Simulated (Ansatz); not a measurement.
C2H11AlGe2

```xyz
16

C    -2.4520   -1.6333   -1.3858
C     0.3914    0.1256   -0.7820
Al   -1.4795    0.0616   -1.3535
Ge    0.6007   -0.4615    1.0755
Ge    1.5466   -0.9319   -1.9592
H    -1.8390   -2.4907   -1.0658
H    -3.3396   -1.5906   -0.7307
H    -2.8326   -1.8504   -2.3992
H    -2.1931    1.4178   -1.7926
H     0.7423    1.1718   -0.8350
H     0.2143   -1.9492    1.2005
H     2.0563   -0.2862    1.5562
H    -0.3224    0.3546    2.0087
H     3.0312   -0.7824   -1.5660
H     1.3840   -0.4779   -3.4275
H     1.1599   -2.4222   -1.8713
```

Geometry: PBE0-D3(BJ)/def2-SVP.

Method: isolated molecule in a Gaussian basis; Kohn-Sham density functional theory, functional PBE0 (Ansatz).

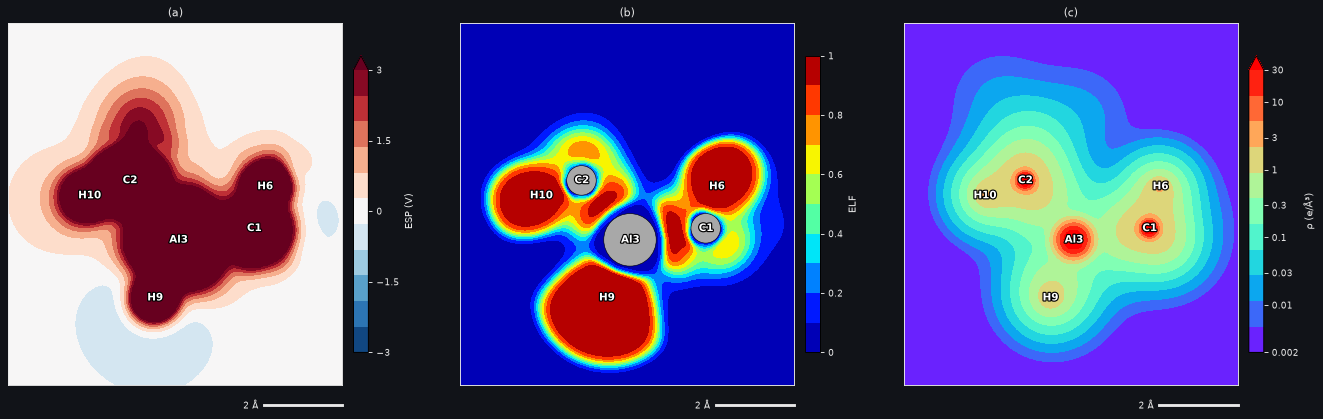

Figure 1. (a) electrostatic potential; (b) electron localisation function; (c) total electron density on the plane of atoms C1, Al3 and C2. Grey discs cover the atomic cores in the ELF map.

Question: Interpret the plot.

Answer: The section cuts through C, Al and H sites.
C–Al (1.95 Å): the density is about 0.72 e/Å³ at the midpoint; the ELF peaks at about 0.95 between the atoms: a shared but strongly polarised pair.
C–H (1.10 Å): ρ at the midpoint is about 1.8 e/Å³; the ELF climbs to about 1 towards the hydrogen, as it does in any bond to H; a covalent bond by its length.
Al–H (1.59 Å): ρ is about 0.52 e/Å³ halfway; the ELF climbs to about 1 towards the hydrogen.
Outside the dense part of the molecule the potential is most negative (−0.5 V) near H9.

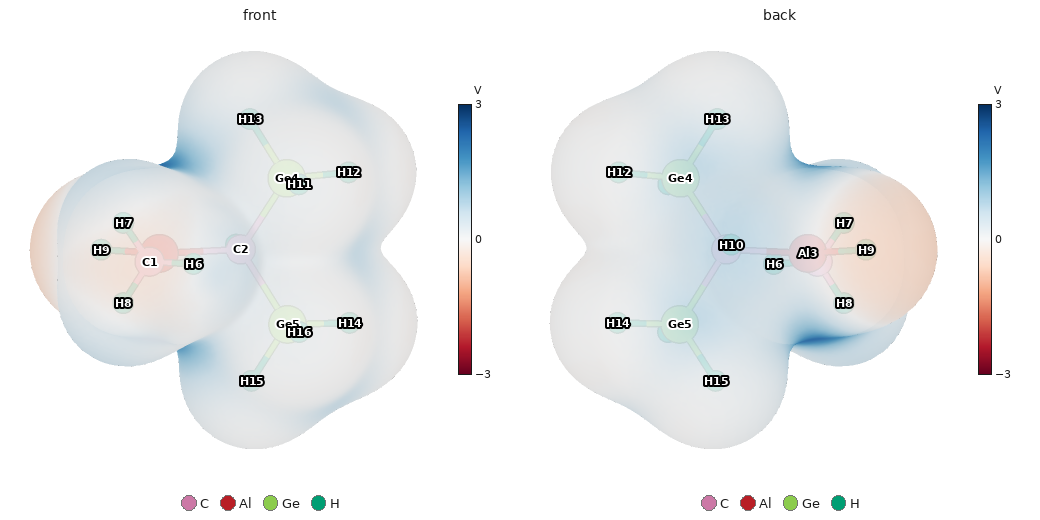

Figure 2. The electrostatic potential painted on the density surface at 0.001 e/bohr³, seen from the front and from behind; red is negative and blue positive.

Question: Which sites attract a positive test charge, and which a negative one?

Answer: A positive charge is drawn to the negative regions and a negative charge to the positive ones. The most negative region (about −0.5 V) lies over H9, the most positive (about +2.2 V) over Al3.

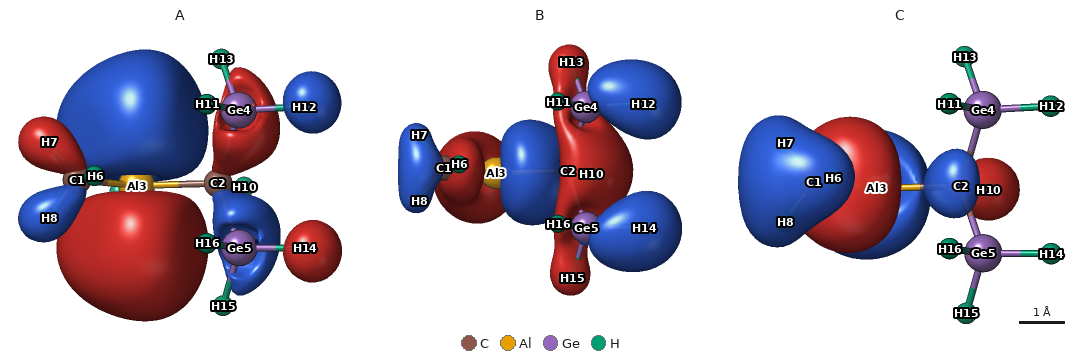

Figure 3. Three frontier orbitals at ±0.06 Å⁻³ᐟ² (blue and red are the two phases), in no order.

Question: Order the three orbitals by energy and name them.

Answer: C is the HOMO−1 (−8.05 eV). By Hirshfeld shares it lies mainly on C1 (about 35 %), Al3 (about 25 %) and H9 (about 20 %). B is the HOMO (−7.71 eV). By Hirshfeld shares it lies mainly on C2 (about 35 %), Al3 (about 15 %), H9 (about 10 %), Ge4 (about 10 %), Ge5 (about 10 %), H12 (about 5 %) and H14 (about 5 %). A is the LUMO (−1.19 eV). It lies mainly on Al3 (about 60 %), Ge4 (about 5 %) and Ge5 (about 5 %).

Question: What is the HOMO–LUMO gap?

Answer: 6.52 eV between the orbital energies.

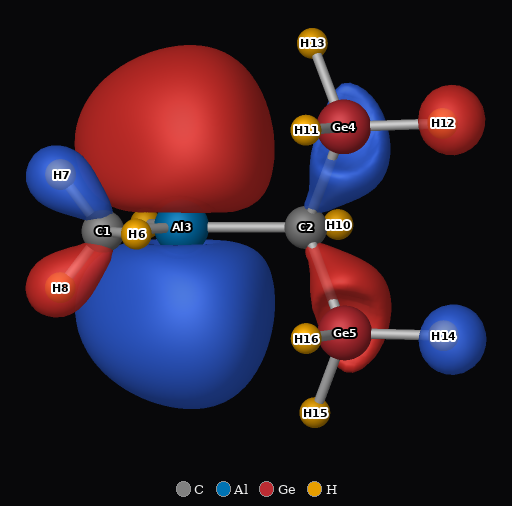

Figure 4. The LUMO at ±0.08 Å⁻³ᐟ² (red and blue are the two phases), seen across its widest extent.

Question: What is the character of this orbital?

Answer: It lies mainly on Al3 (about 60 %), Ge4 (about 5 %) and Ge5 (about 5 %). Its energy is −1.19 eV.
